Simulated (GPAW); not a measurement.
Consider K (Fm-3m).

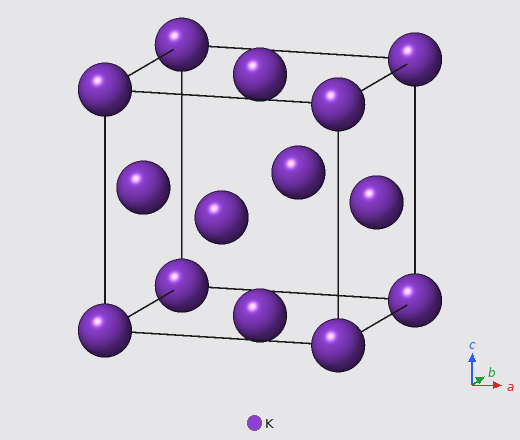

The structure (potassium purple). Some periodic images of atoms are drawn too.

```xyz
1
Lattice="0.0000 3.3919 3.3919 3.3919 0.0000 3.3919 3.3919 3.3919 0.0000" Properties=species:S:1:pos:R:3 pbc="T T T"
K     0.0000    0.0000    0.0000
```

Absorber: atom 1, with 12 K at 4.80 Å (cuboctahedral, site symmetry m-3m). Method: GPAW, LDA, excited-electron core hole (neutral cell), 4-atom cell with 6.8 Å between holes, 3×3×3 k points, dipole transitions, Gaussian full width 0.9 eV up to 4 eV, rising linearly to 3.5 eV at 25 eV.

This is not the structure that K takes at ambient pressure and room temperature (bcc); it is a model or a phase of other conditions.

**Question.** Where do the maxima of the K K edge fall?

Main maxima up to 30 eV above the zero (height): 1.2 eV (1.65), 4.2 eV (1.16), 6.5 eV (2.01), 13.2 eV (1.41), 19.6 eV (0.94) and 27.9 eV (1.15). A K edge sees empty p states on the absorber. The total-energy difference is 3612.43 eV. One term is added: -19.73 eV, since the hole is spin-paired here and a spin-polarised one costs that much less in the free atom (computed apart). The photon energy is then 3592.70 eV. The tabulated edge of the element is 3608.4 eV. The functional leaves an error in such absolute values: in the free atom LDA prices this hole 11.1 eV below PBE (computed apart), and PBE is itself good to a few eV.

The K K spectrum (energy from the lowest empty level; intensity scaled to a mean of 1 over the first 20 eV):

| E (eV) | intensity |
| --- | --- |
| -2.0 | 0.00 |
| -0.5 | 0.14 |
| 1.0 | 1.47 |
| 2.5 | 0.37 |
| 4.0 | 1.12 |
| 5.5 | 1.56 |
| 7.0 | 1.76 |
| 8.5 | 0.72 |
| 10.0 | 0.26 |
| 11.5 | 0.79 |
| 13.0 | 1.40 |
| 14.5 | 1.16 |
| 16.0 | 1.09 |
| 17.5 | 0.93 |
| 19.0 | 0.92 |
| 20.5 | 0.90 |
| 22.0 | 0.87 |
| 23.5 | 0.88 |
| 25.0 | 0.87 |
| 26.5 | 1.04 |
| 28.0 | 1.15 |
| 29.5 | 1.02 |
| 31.0 | 0.79 |

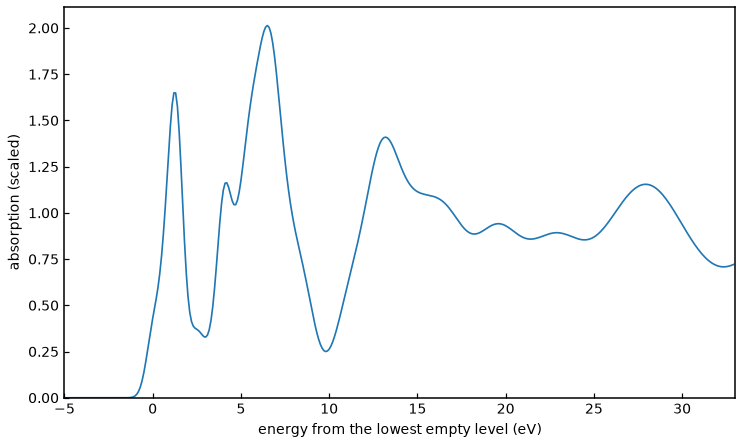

The K K edge.

The mesh is coarse (0.31 Å⁻¹ between points), so small maxima may be mesh ripples. The structure is a computed Materials Project entry and may be a hypothetical form.

[Banner, clock and machine lines of the logs are left out without a mark of their own.]

[Logs are printed without paths, hosts, clocks, repeated set-up lines and the standing remarks that a program may print on its own settings, such as how far it seeks lower states.]

[Hosts, paths, dates, database ids (printed as entryN), source tags and the programs' standing remarks are cut or masked in the printed files.]

[Lists of maxima count a maximum above −3 eV only where it reaches 4 % of the highest in the window and stands out from its surroundings by 2 % of it (1.5 % where it reaches 55 %); shoulders and weaker maxima are passed over, and of the rest the first, up to two pre-edge ones and the few strongest are named.]
